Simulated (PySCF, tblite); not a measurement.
# C₄H₄F₂O: geometry, infrared bands, NMR shifts and spin-spin couplings

Aim: predict the infrared bands, NMR shifts and spin-spin couplings of C₄H₄F₂O (`C/C(=C/F)C(=O)F`).

The runs use tblite 0.8.0 and PySCF 2.14.0, with density-fitted response routines of our own; the level of theory stands in each step. All values are computed, except where a source is named. Atoms count from 0, in the outputs and in this text.

**1. Starting geometry**

11 atoms, charge 0, multiplicity 1; geometry from: force field or distance geometry start.

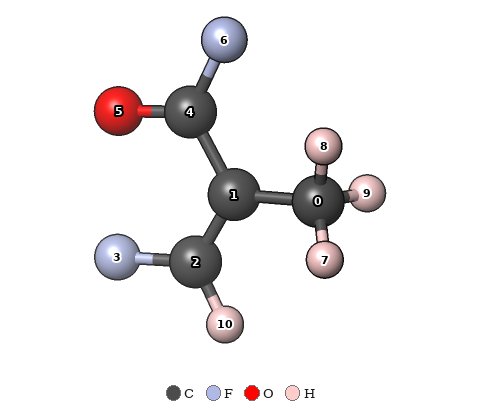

The starting geometry (carbon dark grey, fluorine light blue, oxygen red, hydrogen pink), atoms numbered.

**2. Geometry optimisation with GFN2-xTB**

What the job is given:

```
{"job": {"kind": "relax", "xc": "GFN2-xTB", "basis": "xTB"}, "charge": 0, "multiplicity": 1}
C     -1.321300     0.227300     0.243700
C      0.109100     0.050900    -0.048000
C      0.881100     1.078100    -0.363200
F      2.213100     0.939700    -0.641300
C      0.712200    -1.284500     0.050600
O      1.943000    -1.357700    -0.214600
F      0.011800    -2.392100     0.367900
H     -1.527800     1.137700     0.849200
H     -1.621300    -0.641300     0.869900
H     -1.878800     0.157300    -0.695100
H      0.484300     2.087500    -0.445000
```

On the command line:

```sh
$ OMP_NUM_THREADS=1 python probes_run.py task.json out
```

The driver reads the jobs from task.json and runs them one after another.

**Question.** This job is followed by: GFN2-xTB harmonic vibrations, gas phase; GIAO PBE0/pcSseg-1 NMR shielding, non-relativistic, gas phase; B3LYP/pcJ-1 indirect spin-spin coupling, non-relativistic, gas phase. What will the session give for the following? strongest single infrared mode (GFN2-xTB); zero-point energy (GFN2-xTB); 13C shifts against TMS (PBE0/pcSseg-1); 1H shifts against TMS (PBE0/pcSseg-1, means over atoms taken as alike); 19F shifts against CFCl3 (PBE0/pcSseg-1); 17O shifts against H2O (PBE0/pcSseg-1); largest coupling of the table (B3LYP/pcJ-1).

**Answer**, as computed:

| quantity | value |
| --- | --- |
| strongest single infrared mode (GFN2-xTB) | 1840 cm⁻¹, 379 km/mol |
| zero-point energy (GFN2-xTB) | 45.5 kcal/mol |
| 13C shifts against TMS (PBE0/pcSseg-1) | 171.1, 161.0, 114.2, 15.2 ppm |
| 1H shifts against TMS (PBE0/pcSseg-1, means over atoms taken as alike) | 7.26, 1.90 ppm |
| 19F shifts against CFCl3 (PBE0/pcSseg-1) | 45.5, -82.9 ppm |
| 17O shifts against H2O (PBE0/pcSseg-1) | 448.8 ppm |
| largest coupling of the table (B3LYP/pcJ-1) | 1J(C,F) C4–F6, -399.3 Hz |

**Reading.** Over 52 steps the energy fell by 0.652 eV; of the close pairs, C4–O5 changed most, 1.261 to 1.181 Å. All 27 modes are real, so the xTB geometry is a minimum. The strongest single mode, at 1840 cm⁻¹, moves mainly C4 and O5. Unscaled tight-binding wavenumbers are off by several per cent, some by more. Its intensities can rank the bands wrongly. The most deshielded hydrogen is H10 (hydrogen on a β carbon of a C=C–C=O unit), at 7.26 ppm: attached to an sp2 carbon and in the plane of the double bond. At PBE0/pcSseg-1: The widest tensor belongs to O5: span 597 ppm, with a paramagnetic part of -513 ppm. In the run at B3LYP/pcJ-1, the largest coupling of the table is C4–F6, -399.3 Hz, of which the Fermi-contact term gives -362.4 Hz. Couplings across rotatable bonds belong to this one conformer; where others are populated, the observed values are averages. Density functionals describe couplings to fluorine poorly, F–F couplings above all, so those rows are rough.
